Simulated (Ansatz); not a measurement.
Input file:

```
crystal:
  lattice:
    - [1.5630285668, 0.9024149638, 14.8431393103]
    - [-1.5630285668, 0.9024149638, 14.8431393103]
    - [0.0, -1.8048299275, 14.8431393103]
  atoms:
    - { symbol: Al, position: [0.2765801581, 0.2765801581, 0.2765801581] }
    - { symbol: Al, position: [0.8841486925, 0.8841486925, 0.8841486925] }
    - { symbol: Al, position: [0.0018512429, 0.0018512429, 0.0018512429] }
    - { symbol: Al, position: [0.3863681689, 0.3863681689, 0.3863681689] }
    - { symbol: Al, position: [0.7731771, 0.7731771, 0.7731771] }
    - { symbol: Al, position: [0.4930027668, 0.4930027668, 0.4930027668] }
    - { symbol: "N", position: [0.9577525229, 0.9577525229, 0.9577525229] }
    - { symbol: "N", position: [0.2329791119, 0.2329791119, 0.2329791119] }
basis:
  ecutwfc: 420
kpoints:
  mp_grid: { grid: [12, 12, 12] }
hamiltonian:
  xc: pbe
scf:
  occupations: { method: gaussian, width: 0.1 }
output:
  forces: true
  stress: true
  eigenvalues: true
  write_density: true
  write_potential: true
  elf: true
  volumetric_format: npy
relax:
  adjacent_minimum: "off"
  f_tol: 0.01
  max_steps: 30
  cell: { stress_tol: 0.1, fix: [volume] }
```

Command:

```sh
ansatz run input.yaml --threads 1 --pin off --max-ram 2560MiB --backend cpu --events-out ev --progress --plain --runs-dir out
```

Below, planes, directions and counts refer to the conventional cell (a = 3.12 Å, b = 3.12 Å, c = 44.64 Å, α = 90.00°, β = 90.00°, γ = 120.00°).

The fields are those of the relaxed geometry.

Space group R3m; a generated structure, not necessarily the stable one; changed on purpose from its base cell (volume × 1.10, shape and atoms relaxed); computed pressure about −8 GPa in this cell.

Computed with DFT PBE, scalar-relativistic, plane waves, PAW (Ansatz).

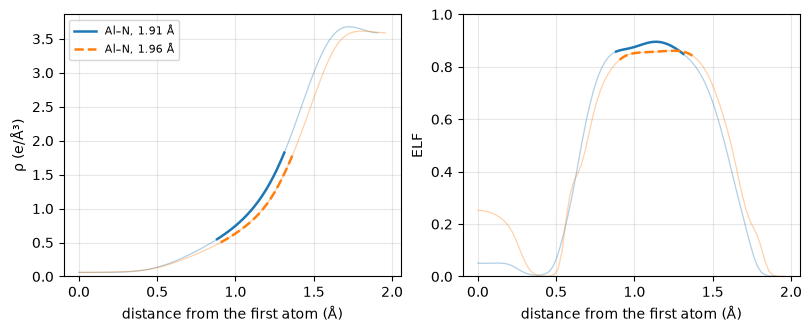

Al3N. Valence charge density (pseudo) and ELF along straight lines between neighbouring atoms. Thin, pale parts lie inside the atomic spheres.

The density is the valence pseudo-density of a PAW calculation; it isn't the true density close to the nuclei.

**What can be read from the curves?**

Al–N (1.91 Å): ρ is about 0.66 e/Å³ halfway; the ELF peaks at about 0.90 between the atoms.
Al–N (1.96 Å): ρ at the midpoint is about 0.6 e/Å³; the ELF peaks at about 0.85 in the valence shell of N, 0.7 Å from its nucleus, and is about 0.85 at the midpoint.
